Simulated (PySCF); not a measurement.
Cl₂ (SMILES ClCl)

Input

```
{"job": {"kind": "uv", "xc": "PBE0", "basis": "aug-cc-pVTZ", "ip": false, "dynamic": true}, "charge": 0, "multiplicity": 1}
Cl     0.999946    -0.028590     0.001516
Cl    -0.982456    -0.000220    -0.013646
```

Command:

```sh
OMP_NUM_THREADS=1 python probes_run.py task.json out
```

Geometry: PBE0-D3(BJ)/def2-TZVP.

Computed with PBE0/aug-cc-pVTZ, SCF density, gas phase in PySCF.

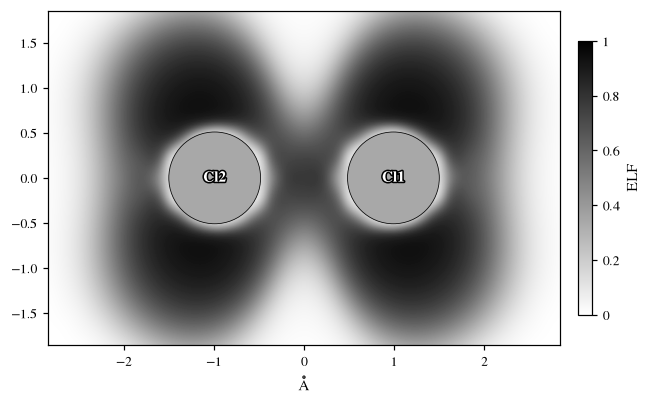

Figure 1. ELF on a plane that holds the molecular axis. Grey discs cover the atomic cores.

### Interpret the plot.

- Atoms in the plane: Cl.
- Cl–Cl (1.98 Å): the ELF peaks at about 0.80 between the atoms; a shared electron pair.
- The ELF also peaks beside Cl2 and Cl1, away from the bonds: lone-pair regions.

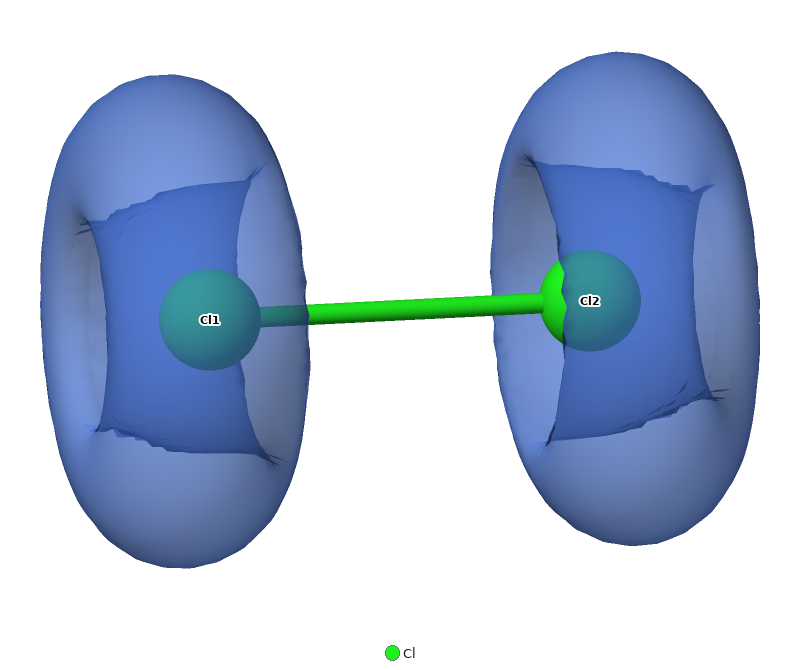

Figure 2. Isosurface of the electron localisation function at 0.85 (blue), seen from one side. Core shells and regions of very low density are left out.

### Describe the localisation domains.

The ELF exceeds this value in two regions wrapped around Cl (its lone pairs, merged into a ring or cap).
